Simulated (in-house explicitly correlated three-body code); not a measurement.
Two electrons around a point charge Z = 74 (W⁷²⁺). Computed variationally in 260 exponentially correlated functions with an in-house code, non-relativistic, converged to about 10⁻⁸ of the energy. Wanted, and plotted below: the bound S and P states that converged, by term and principal number n, on a logarithmic scale of binding.

The ground state is bound by 73.25 keV. The n = 2 states drawn run, from the deepest, 2 ³S (18.25 keV), 2 ³P (18.17 keV), 2 ¹S (18.16 keV), 2 ¹P (18.11 keV). Exchange puts 2 ³S below 2 ¹S by 86.6 eV and 2 ³P below 2 ¹P by 66.5 eV. Quantum defects n − (Z − 1)/√(2 E(binding)): 2 ³S 0.007, 2 ³P 0.003, 2 ¹S 0.002, 2 ¹P −0.001.

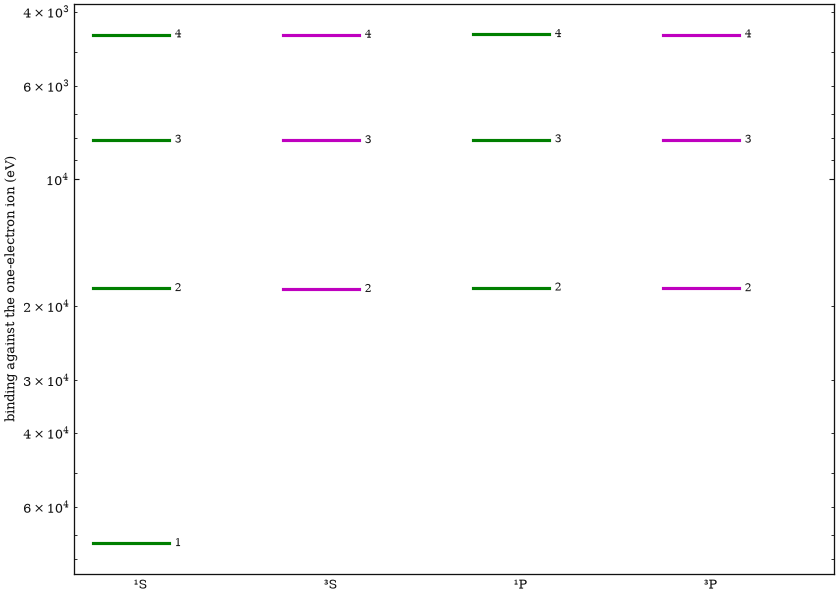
